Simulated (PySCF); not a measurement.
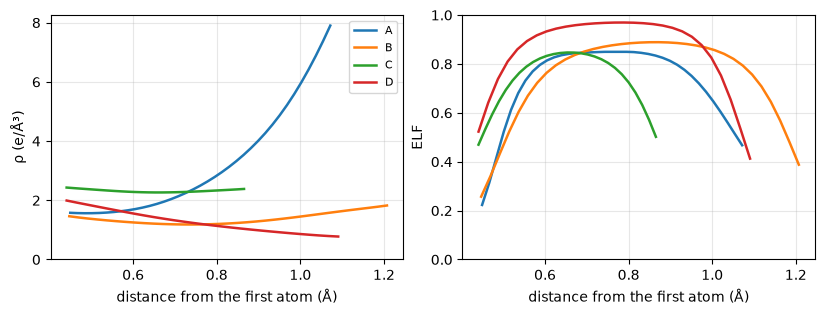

Figure. C5H8ClFSi (SMILES FC[C@H]1C=C1[SiH2]CCl). Total electron density and ELF along straight lines between neighbouring atoms. The curves leave out the atomic cores.

Geometry: GFN2-xTB.

The calculation used CAM-B3LYP/def2-SVPD, SCF density, gas phase in PySCF.

```xyz
16

F    -1.6031    1.1327   -1.3454
C    -1.5963   -0.2474   -1.2584
C    -1.4950   -0.6763    0.1835
C    -0.7021   -1.8777    0.5604
C    -0.1234   -0.7415    0.8431
Si    1.2818    0.3555    1.3605
C     1.6868    1.3966   -0.1935
Cl    2.3070    0.3113   -1.4726
H    -0.7328   -0.5909   -1.8368
H    -2.5275   -0.5843   -1.7280
H    -2.3510   -0.3814    0.7846
H    -0.7066   -2.9397    0.5608
H     2.4437   -0.4488    1.7361
H     0.8425    1.2657    2.4215
H     2.4578    2.1435   -0.0203
H     0.8108    1.8917   -0.6068
```

**Which curve belongs to which contact (C–C, C–Cl, C–F and C–Si)? The first atom named is at distance zero.**

Curve A: C–F (1.38 Å): the density is about 2 e/Å³ at the midpoint, with its minimum of 1.6 e/Å³ about 0.5 Å from C; the ELF peaks at about 0.85 between the atoms, as expected for a shared but strongly polarised pair. Curve B: C–Cl (1.79 Å): ρ at the midpoint is about 1.3 e/Å³; the ELF peaks at about 0.90 between the atoms (a shared electron pair). Curve C: C–C (1.31 Å): the density is about 2.3 e/Å³ at the midpoint; the ELF peaks at about 0.85 between the atoms: a short, multiple covalent bond. Curve D: C–Si (1.86 Å): ρ at the midpoint is about 0.95 e/Å³; the ELF peaks at about 0.95 between the atoms; a covalent bond.
